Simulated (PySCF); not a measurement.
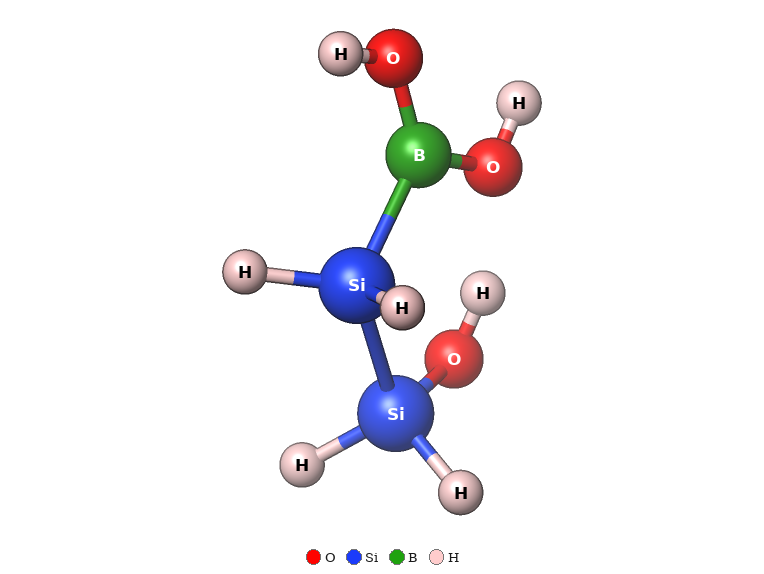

Orthographic view. Atoms fade into the background with distance from the viewer. The geometry was computed by an optimisation with PBE0-D3(BJ)/def2-SVP. No frequency run is at hand to confirm it as a minimum.

**Give the standard InChI.**

InChI=1S/BH7O3Si2/c2-1(3)5-6-4/h2-4H,5-6H2
